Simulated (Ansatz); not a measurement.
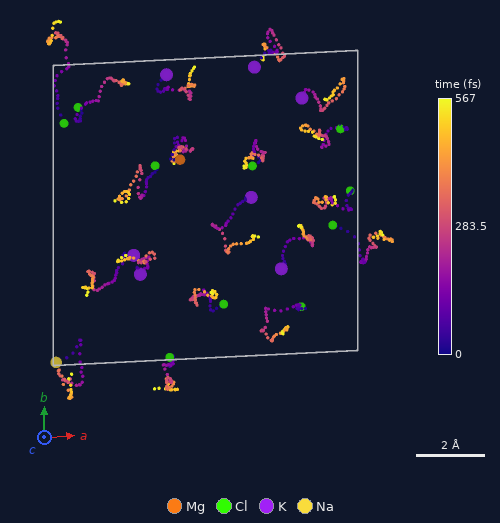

Molecular dynamics of an amorphous cell of composition K$_{7}$NaMgCl$_{10}$ (19 atoms in the cell), 567 fs long. Dots mark each atom's position at evenly spaced times, coloured by time; spheres stand at the starting positions. Seen along the c axis in the simulation cell.

Level of theory: Ansatz 0.2.0, DFT PBE, scalar-relativistic, plane waves, PAW. Settings: plane-wave cutoff 420 eV; k-point mesh 1 × 1 × 1; Fermi-Dirac smearing 0.138 eV; volume 1.05 times that of the relaxed crystal; set temperature 1600 K; time step 3 fs.

### How do the atoms move?

In the second half of the run the atoms are, in the root-mean-square, this far from where they began (common drift taken out): K 1.42 Å, Cl 1.41 Å, Na 0.89 Å, Mg 0.55 Å. Against the typical shortest distance between atoms in the first frame, about 2.7 Å these are large excursions, but over 567 fs one can't yet tell strong vibration from the start of diffusion. 1 of the 19 free atoms end more than three quarters of that spacing from the start. Bond changes: one Cl–Cl bond breaks at about 108 fs. The mean temperature in the second half is 1452 K (standard deviation 205 K). The potential energy in the second half lies on average 399 meV per atom below the first frame. The mean pressure there is 2.6 GPa.

Limits of the set-up: the periodic images lie only 8.4 Å apart, so the values are limited by the cell's size.

Cost: 6 min on 2 threads of Arm Neoverse V1, on a shared host, peak memory 0.59 GiB.
